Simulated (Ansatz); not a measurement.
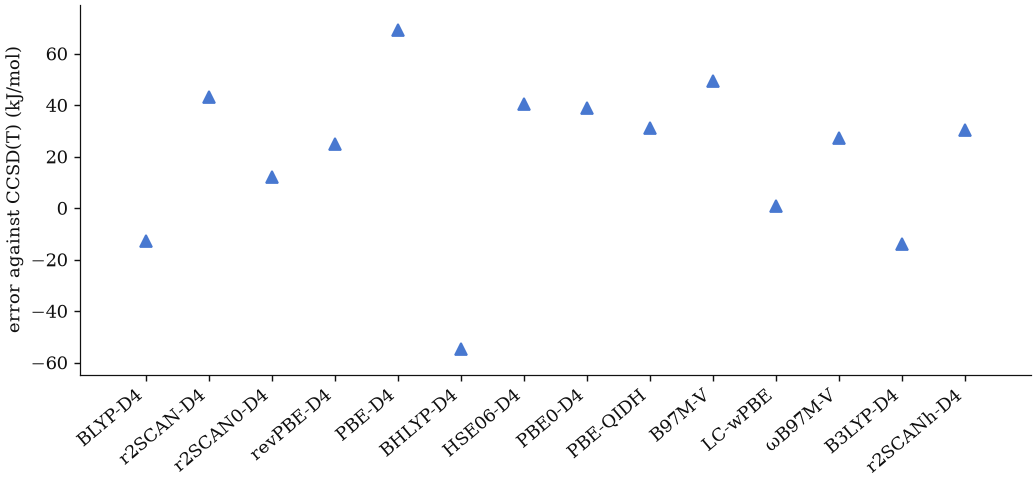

Error in the electronic atomisation energy (method less reference, so positive means overbinding) of BCl₃, SMILES ClB(Cl)Cl: functionals in def2-TZVPP against frozen-core CCSD(T) at the limit (scheme: direct), which gives 1351.7 kJ/mol, at a PBE0-D4/def2-TZVP geometry (a minimum by its frequencies), no zero-point or spin-orbit term, the Ansatz code. The reference leaves out core correlation, a term that grows with the number of heavy atoms. PBE-QIDH holds a correlation term that converges slowly with the basis, so part of the distance to the limit is basis error. No dispersion term is added to PBE-QIDH and LC-wPBE.

**What range do the values span?**

From −54.7 kJ/mol (BHLYP-D4) to 69.1 kJ/mol (PBE-D4).

**Give the values.**

| level | kJ/mol |
| --- | --- |
| BLYP-D4 | −12.8 |
| r2SCAN-D4 | 43.3 |
| r2SCAN0-D4 | 12.1 |
| revPBE-D4 | 24.7 |
| PBE-D4 | 69.1 |
| BHLYP-D4 | −54.7 |
| HSE06-D4 | 40.3 |
| PBE0-D4 | 38.9 |
| PBE-QIDH | 31.2 |
| B97M-V | 49.6 |
| LC-wPBE | 0.9 |
| ωB97M-V | 27.2 |
| B3LYP-D4 | −13.9 |
| r2SCANh-D4 | 30.5 |
